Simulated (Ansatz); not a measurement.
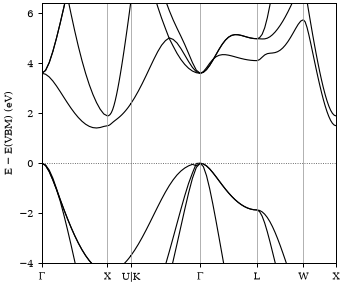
Figure. Band structure from r²SCAN (plane waves, PAW; program Ansatz)

Task: Read off the gap and where the band edges lie.

Result: About 1.4 eV (1.41 eV by a search for the band edges); maximum at Γ, minimum on the Γ–X line, 83 % of the way from Γ.

Task: Pick the material that matches.
(A) GaP, zinc blende
(B) BP, zinc blende
(C) Si, diamond

Result: B, BP, zinc blende

Space group F-43m (zinc blende). Symmetry was held in the r²SCAN relaxation; phonons on a q-mesh show no instability.

Potentials: the later of the program's two PAW sets.
